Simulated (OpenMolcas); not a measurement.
## A ladder of methods for C2H5InO (SMILES C[C](=O)[InH2])

The species is C2H5InO (9 atoms), meant as a singlet with charge 0. As SMILES, `C[C](=O)[InH2]`. Geometry: relaxed at PBE0-D4/def2-TZVP.

```xyz
9

C     0.3444    1.1880   -0.8391
C     0.6070   -0.0871   -0.0962
O     1.7058   -0.5903   -0.0516
In   -0.8478   -1.3048    1.0388
H     1.2553    1.5655   -1.3098
H    -0.4272    1.0111   -1.5951
H    -0.0587    1.9316   -0.1443
H    -1.5998   -2.6447    0.2546
H    -0.9789   -1.0694    2.7426
```

Quantity: the HOMO–LUMO gap, in eV. The values are calculated.

| level | kind | program | value (eV) | CPU time |
| --- | --- | --- | --- | --- |
| HF/def2-SVP (core potential) | Hartree–Fock | OpenMolcas | 10.02 | 8.4 s |
| PBE/def2-SVP (core potential) | GGA | OpenMolcas | 2.59 | 38 s |
| M06-L/def2-SVP (core potential) | meta-GGA | OpenMolcas | 3.08 | 45 s |
| TPSS/def2-SVP (core potential) | meta-GGA | OpenMolcas | 2.81 | 47 s |
| r2SCAN/def2-SVP (core potential) | meta-GGA | OpenMolcas | 3.05 | 45 s |
| B3LYP/def2-SVP (core potential) | global hybrid | OpenMolcas | 4.01 | 38 s |
| BHLYP/def2-SVP (core potential) | global hybrid | OpenMolcas | 6.27 | 30 s |
| M06-2X/def2-SVP (core potential) | hybrid meta-GGA | OpenMolcas | 6.08 | 41 s |

The values span 2.59 to 10.02 eV. Orbital gaps aren't excitation energies; they tend to grow with the share of exact exchange. CPU times are rough (shared hosts, several kinds of processor): they show what a rung costs within a factor of a few.

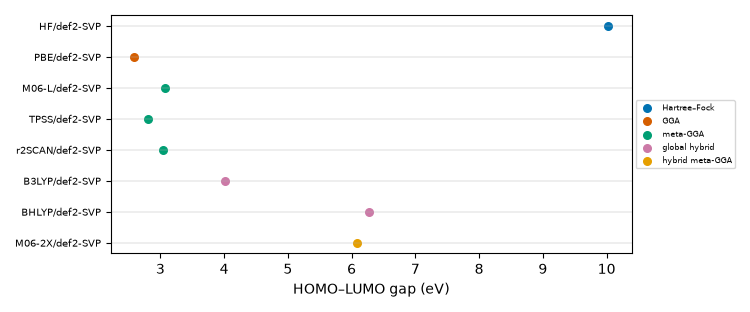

The values of the table, level by level.
